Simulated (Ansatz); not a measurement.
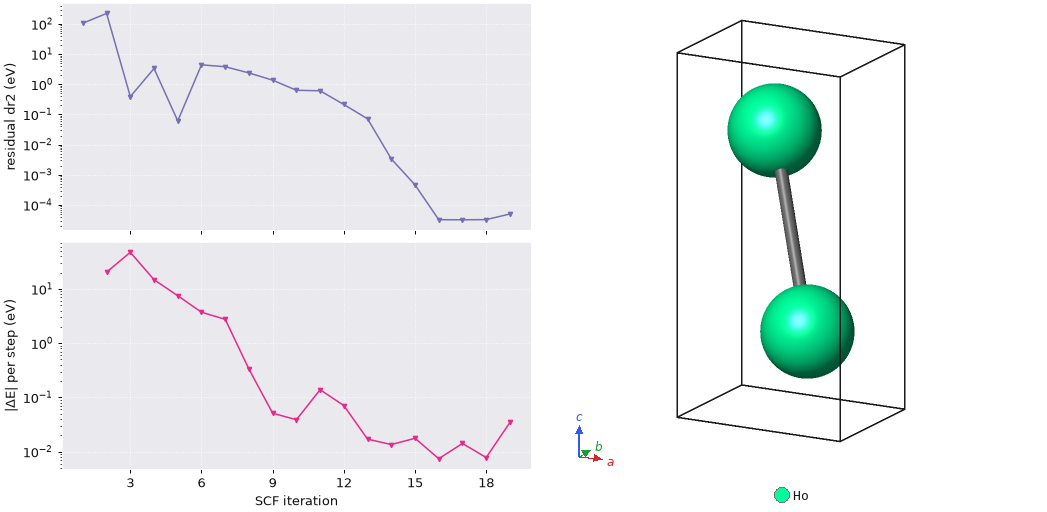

Beside the plot: the structure in its conventional cell.

Convergence history. SCF iterations of a calculation: density residual dr2, step-to-step change of the Harris–Foulkes energy. Ho (P6_3/mmc, 2 atoms in the cell); DFT PBE+U, spin-orbit coupling, plane waves, PAW (Ansatz 0.2.0); cutoff 420 eV, 10×10×6 k-mesh, Gaussian smearing of 0.05 eV, U = 6 eV on Ho f. The run starts from the density of an earlier run.

It was still iterating, at step 19, when the time limit ended it. The residual comes down slowly and unevenly, and has reached only 5 × 10⁻⁵ when the run stops. The program keeps the magnetisation out of the quasi-Newton mixer until iteration 11 and then restarts the mixer with it. The residual starts near 100 and ends near 5 × 10⁻⁵ eV.
